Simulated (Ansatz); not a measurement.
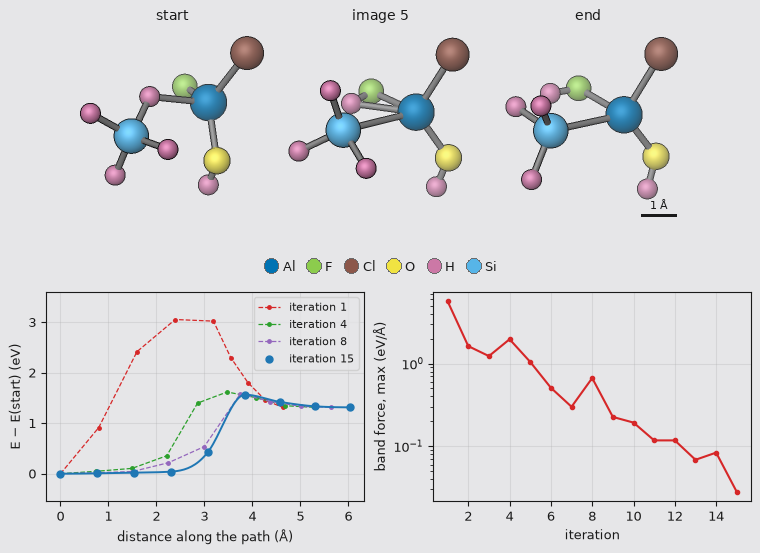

A nudged-elastic-band calculation for AlSiH$_{5}$OClF. Images are numbered from 0 (start) to 8 (end). The plot follows the band through its iterations. Style: ball-and-stick. Shown from a free direction.

Theory: RKS PBE/def2-SVP in Ansatz. Set-up: 7 movable images; climbing image; force threshold 0.05 eV/Å; iteration limit 60; starting path through a guess of the saddle point.

> Judge this run.

The run is converged, with reservations. The band converged in 15 iterations. The largest component of the band force went from 5.7 to 0.028 eV/Å. The climbing image converged on the top of the path. Its vibrational analysis gives 2 imaginary modes over 30i cm⁻¹, so it isn't confirmed as a transition state. The first iteration put the highest image at 3.05 eV. The highest point, image 5, lies 1.57 eV above the start and 0.25 eV above the end; the end is at +1.31 eV relative to the start.
